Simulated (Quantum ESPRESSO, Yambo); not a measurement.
# Quasiparticle gap of AlN (P6_3mc) in Yambo, part 3 of 3

How does a plane-wave GW calculation on AlN (P6_3mc) run from the first input to the gap?

Quantum ESPRESSO 7.5 and Yambo 5.3.0; PBE and many-body steps on it, plane waves. Known limits of the many-body steps: not at the basis limit; coarse k mesh.

So far. Step 3 (Bands along the symmetry lines): The gap is 4.221 eV, as in the run before at this level. Step 4 (Empty states on the mesh, 3×3×4 mesh, 102 bands): On this mesh the gap is 4.221 eV.

The database entry behind the starting cell differs from later determinations by our own check (inner coordinate u about 0.002 short), so it need not match the best structure at ambient conditions.

## Step 6: Screening and self-energy, 3×3×4 mesh, 102 bands, screening to 129.3 eV

Now the one-shot GW correction: screening in the RPA, then the self-energy of the levels asked for.

This step: G0W0 on PBE, plane waves, norm-conserving pseudopotentials.

Input file gw1.in:

```
HF_and_locXC
gw0
dyson
ppa
em1d
rim_cut
RandQpts= 1000000
RandGvec= 1 RL
EXXRLvcs= 72 Ry
VXCRLvcs= 288 Ry
Chimod= "HARTREE"
% BndsRnXp
 1 | 102 |
%
NGsBlkXp= 9.5 Ry
% LongDrXp
 1 | 1 | 1 |
%
% GbndRnge
 1 | 102 |
%
DysSolver= "n"
ExtendOut
PPAPntXp= 27.21138 eV
% QPkrange
 1 | 10 | 3 | 14 |
%
```

On the command line:

```bash
> OMP_NUM_THREADS=1 mpirun -n 4 yambo -F gw1.in -J gw1 -C gw1 > gw1.log
```

The log of the run:

```text
 Yambo, version 5.3.0

 [02] CORE Variables Setup
 =========================

  [... cell, symmetries and grids as in the set-up ...]

  [02.05] Energies & Occupations
  ==============================

  [X] === General ===
  [X] Electronic Temperature                        :  0.000000  0.000000 [eV K]
  [X] Bosonic    Temperature                        :  0.000000  0.000000 [eV K]
  [X] Finite Temperature mode                       : no
  [X] El. density                                   :  0.38275E+24 [cm-3]
  [X] Fermi Level                                   :  7.106664 [eV]

  [X] === Gaps and Widths ===
  [X] Conduction Band Min                           :  4.220509 [eV]
  [X] Valence Band Max                              :  0.000000 [eV]
  [X] Filled Bands                                  :   8
  [X] Empty Bands                                   :    9  102
  [X] Direct Gap                                    :  4.220509 [eV]
  [X] Direct Gap localized at k                     :  1
  [X] Indirect Gap                                  :  4.220509 [eV]
  [X] Indirect Gap between kpts                     :  1  1
  [X] Last valence band width                       :  2.371270 [eV]
  [X] 1st conduction band width                     :  3.218767 [eV]

 [03] Transferred momenta grid and indexing
 ==========================================

 IBZ Q-points                                      :  10
 BZ  Q-points                                      :   36

 K/Q-points units:
 rlu = crystal or reduced units; cc = cartesian coordinates; iku = interal k-units

 Q [ 1]         [rlu]:  0.000000  0.000000  0.000000
 Q [ 2]         [rlu]:  0.000000  0.000000  0.250000
 Q [ 3]         [rlu]:  0.000000  0.000000 -0.500000
 Q [ 4]         [rlu]: -0.40821E-19  0.33333       0.0000
 Q [ 5]         [rlu]: -0.40821E-19  0.33333      0.25000
 Q [ 6]         [rlu]: -0.40821E-19  0.33333     -0.50000
 Q [ 7]         [rlu]:  0.333333  0.333333  0.000000
 Q [ 8]         [rlu]:  0.333333  0.333333  0.250000
 Q [ 9]         [rlu]:  0.333333  0.333333 -0.500000
 Q [10]         [rlu]:  0.40821E-19 -0.33333      0.25000

 [04] Coloumb potential Random Integration (RIM)
 ===============================================

  [04.01] RIM initialization
  ==========================

  * Diagonal components only detected *

  8 x (sBL volume)        :  0.195400 [a.u.]
  sBZ random points       :  1000000
  Points outside the sBZ  :   7994252
  RL volume               :  0.879301 [a.u.]
  Integrated volume       :  0.879933 [a.u.]

  [04.02] RIM integrals
  =====================

  Gamma point sphere radius             :  0.105259 [a.u.]
  Points outside the sphere             :   811608
  [Int_sBZ(q=0) 1/q^2]*(Vol_sBZ)^(-1/3) =:  7.236165
                                 should be <:  7.795600

  Summary of Coulomb integrals for non-metallic bands |Q|[au] RIM/Bare

  Q [1] 0.100000E-4 0.928237 * Q [2] 0.166880 0.646012
  Q [3] 0.333760 0.872534 * Q [4] 0.411102 1.143679
  Q [10] 0.443682 1.087027 * Q [5] 0.443682 1.086663
  Q [6] 0.529529 1.022105 * Q [7] 0.712050 1.044470
  Q [8] 0.731344 1.037865 * Q [9] 0.786391 1.024498

 [05] Dipoles
 ============

  [05.01] Setup: observables and procedures
  =========================================

  [WARNING] [x,Vnl] slows the Dipoles computation. To neglect it rename the ns.kb_pp file

 [06] Dynamic Dielectric Matrix (PPA)
 ====================================

 [WR./gw1//ndb.pp]---------------------------------------------------------------
  Brillouin Zone Q/K grids (IBZ/BZ)                :   10   36   10   36
  RL vectors                                       :   3777 [WF]
  Coulomb cutoff potential                         : none
  Electronic Temperature                           :  0.000000 [K]
  Bosonic    Temperature                           :  0.000000 [K]
  PPA    diel. fun.  energies                      : Perdew, Burke & Ernzerhof(X)+Perdew, Burke & Ernzerhof(C)
  wavefunctions                                    : Perdew, Burke & Ernzerhof(X)+Perdew, Burke & Ernzerhof(C)
  Global Gauge                                     : length
  X matrix size                                    :  147
  X band range                                     :    1  102
  X e/h energy range                               : -1.000000 -1.000000 [eV]
  X Time ordering                                  : R
  X Hxc Kernel                                     : HARTREE
  X Drude frequency                                :  0.000000  0.000000
  X poles                                          :  100.0000 [o/o]
  RL vectors in the sum                            :   3777
  [r,Vnl] included                                 : yes
  Field direction                                  :  0.577350E-5  0.577350E-5  0.577350E-5
  BZ energy Double Grid                            : no
  BZ energy DbGd points                            : 0
  BZ Q point size factor                           : -1.000000
  X Optical Averaged directions                    : none

 [07] Local Exchange-Correlation + Non-Local Fock
 ================================================

 [VXC] Plane waves :  23187
 [EXS] Plane waves :  2875

 QP @ state[ 1 ] K range:   1  10
 QP @ state[ 1 ] b range:   3  14

 [xc] Functional : Perdew, Burke & Ernzerhof(X)+Perdew, Burke & Ernzerhof(C)
 [xc] LIBXC used to calculate xc functional
  PP Number of Atomic Species                      :  2
  NLCC RL compoments                               :  23187
  PP Number of Atomic Species                      :  2
  NLCC RL compoments                               :  23187

 [xc] E_xc :  -6.931593 [Ha]
      E_xc :  -13.86319 [Ry]

  Local XC kind (lXC) : Perdew, Burke & Ernzerhof(X)+Perdew, Burke & Ernzerhof(C)
  Non-Local XC kind (nlXC) : Hartree-Fock

  Corrections @ K [1] :  [eV]
 <3|nlXC|3> = -18.50954  0.10042E-16 <3|lXC|3> = -12.68621  0.18882E-15
 <4|nlXC|4> = -20.90314  0.36538E-16 <4|lXC|4> = -16.48961 -0.42418E-23
 <5|nlXC|5> = -20.90284 -0.22399E-16 <5|lXC|5> = -16.48961  0.12788E-23
 <6|nlXC|6> = -21.12511  0.25547E-16 <6|lXC|6> = -16.99289  0.16405E-22
 <7|nlXC|7> = -21.12511 -0.45541E-17 <7|lXC|7> = -16.99289 -0.14938E-23
 <8|nlXC|8> = -20.86447  0.20520E-16 <8|lXC|8> = -17.08523  0.21215E-21
 <9|nlXC|9> = -7.867130  0.38045E-17 <9|lXC|9> = -12.50474  0.18882E-15
 <10|nlXC|10> = -5.604894  0.10268E-17 <10|lXC|10> = -10.79204  0.11801E-16
 <11|nlXC|11> = -7.260712 -0.12655E-17 <11|lXC|11> = -14.07039  0.18882E-15
 <12|nlXC|12> = -3.930719 -0.38055E-17 <12|lXC|12> = -9.586648 -0.47204E-16
[...]
Corrections @ K [2] :  [eV]
[...]
Corrections @ K [3] :  [eV]
[...]
Corrections @ K [4] :  [eV]
[...]
Corrections @ K [5] :  [eV]
[...]
[... 4 further k-points ...]
  Corrections @ K [10] :  [eV]
[...]
<10|nlXC|10> = -5.407513  0.20595E-17 <10|lXC|10> = -10.43960  0.23589E-16
 <11|nlXC|11> = -6.624890 -0.76047E-18 <11|lXC|11> = -12.36382  0.47202E-16
 <12|nlXC|12> = -5.319749 -0.15165E-17 <12|lXC|12> = -11.14118  0.18882E-15
 <13|nlXC|13> = -5.821700  0.45643E-18 <13|lXC|13> = -12.09921  0.47198E-16
 <14|nlXC|14> = -4.133731 -0.35919E-17 <14|lXC|14> = -9.985946  0.47204E-16

  [07.01] Hartree-Fock occupations report
  =======================================

  [Hartree-Fock] === General ===
  [Hartree-Fock] Electronic Temperature             :  0.000000  0.000000 [eV K]
  [Hartree-Fock] Bosonic    Temperature             :  0.000000  0.000000 [eV K]
  [Hartree-Fock] Finite Temperature mode            : no
  [Hartree-Fock] El. density                        :  0.38275E+24 [cm-3]
  [Hartree-Fock] Fermi Level                        :  7.106664 [eV]

  [Hartree-Fock] === Gaps and Widths ===
  [Hartree-Fock] Conduction Band Min                :  8.858121 [eV]
  [Hartree-Fock] Valence Band Max                   : -3.779240 [eV]
  [Hartree-Fock] Filled Bands                       :   8
  [Hartree-Fock] Empty Bands                        :    9  102
  [Hartree-Fock] Direct Gap                         :  12.63736 [eV]
  [Hartree-Fock] Direct Gap localized at k          :  1
  [Hartree-Fock] Indirect Gap                       :  12.63736 [eV]
  [Hartree-Fock] Indirect Gap between kpts          :  1  1
  [Hartree-Fock] Last valence band width            :  3.268973 [eV]
  [Hartree-Fock] 1st conduction band width          :  3.860562 [eV]

 [08] Dyson equation: Newton solver
 ==================================

  [08.01] G0W0 (W PPA)
  ====================

  [  GW  ] Bands range     :    1  102
  [GW/PPA] G damping       :  0.100000 [eV]

  QP @ state[ 1 ] K range:   1  10
  QP @ state[ 1 ] b range:   3  14

   Sc/G bands                                       :    1  102
   Sc/G damping                                     :  0.100000 ev
   Sc bands terminator                              : no
   Sx RL components                                 :  2875

   QP @ state[ 1 ] K range                          :   1  10
   QP @ state[ 1 ] b range                          :   3  14
   GF energies kind                                 : Perdew, Burke & Ernzerhof(X)+Perdew, Burke & Ernzerhof(C)
   GF WF`s kind                                     : Perdew, Burke & Ernzerhof(X)+Perdew, Burke & Ernzerhof(C)
   Xs energies kind                                 : Perdew, Burke & Ernzerhof(X)+Perdew, Burke & Ernzerhof(C)
   Xs WF`s kind                                     : Perdew, Burke & Ernzerhof(X)+Perdew, Burke & Ernzerhof(C)

 [11] Game Over & Game summary
```

The job ended after 2.2 min (4 MPI ranks of Arm Neoverse V1, shared host; peak memory 1.4 GiB; 8.8 min of CPU time).

Numbers from this step:

```
G0W0 gap on the mesh                         : 5.503 eV
starting gap on the mesh                     : 4.221 eV
k of the valence top                         : 0, 0, 0
k of the conduction bottom                   : 0, 0, 0
least direct G0W0 gap on the computed points : 5.503 eV
Z at the valence top                         : 0.7961
Z at the conduction bottom                   : 0.8217
```

The gap on the mesh goes from 4.22 eV to 5.50 eV, a correction of +1.28 eV.

Limits: finite bands, cutoff and mesh; coarse k mesh. v1 is the top filled band, c1 the lowest empty one. Levels before and after the correction, in eV, zero at the valence-band top of each column:

|  | conduction bottom | valence top |
| --- | --- | --- |
| Kohn-Sham | 4.22 | 0.00 |
| G0W0 | 5.50 | 0.00 |

```csv
,level,energy (eV)
Kohn-Sham,Γ v4,-0.831
Kohn-Sham,Γ v3-v2,-0.180
Kohn-Sham,Γ v1,0.000
Kohn-Sham,Γ c1,4.221
Kohn-Sham,Γ c2,6.676
Kohn-Sham,Γ c3,10.592
Kohn-Sham,Γ c4,11.191
G0W0,Γ v4,-1.051
G0W0,Γ v3-v2,-0.270
G0W0,Γ v1,0.000
G0W0,Γ c1,5.503
G0W0,Γ c2,7.965
G0W0,Γ c3,12.524
G0W0,Γ c4,12.460
```

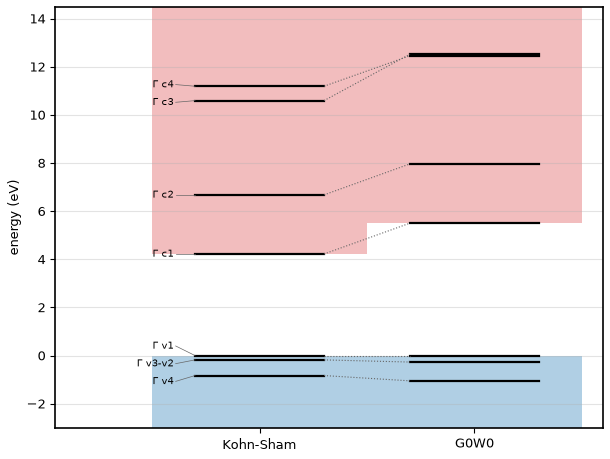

Levels before and after the correction. Shaded: valence and conduction bands.

## Step 7: Where the time went

Times are wall times on the hardware named with each run, good to a factor of about two.

```
                          step     time  share  memory (GiB)
                  ground state      6 s    4 %          0.23
bands along the symmetry lines    4.8 s    3 %           0.2
      empty states on the mesh    7.5 s    5 %          0.29
         conversion and set-up    2.1 s    1 %          0.23
     screening and self-energy  2.2 min   87 %           1.4
```

## Step 8: What came out

| Property | Result |
| --- | --- |
| PBE gap | 4.22 eV, direct |
| G0W0 gap on the mesh | 5.50 eV |
| GW settings | 3×3×4 mesh, 102 bands, screening to 129.3 eV, Godby-Needs plasmon pole |
| known limits | not at the basis limit; coarse k mesh |

**Reading.** G0W0 moves the gap on the mesh from 4.22 eV to 5.50 eV (+1.28 eV), with Z of 0.80 and 0.82 at the edges. The dearest step here is «screening and self-energy». Bands and cutoff are finite, so the gap is not at the basis limit. The miss can reach some tenths of an eV and take either sign; the mesh is an error of its own. The 3×3×4 mesh is coarse for this cell, which bears on the long-range parts of exchange and screening.

[Paths, hosts, dates, memory and timing lines, banners, echoed tables and standing remarks are left out of the program output.]

[Logs are printed without paths, hosts, clocks, repeated set-up lines and the standing remarks that a program may print on its own settings, such as how far it seeks lower states.]

[Runs of the session that timed out or met a known fault of the program may be left out.]

[Hosts, paths, dates, database ids (printed as entryN), source tags and the programs' standing remarks are cut or masked in the printed files.]
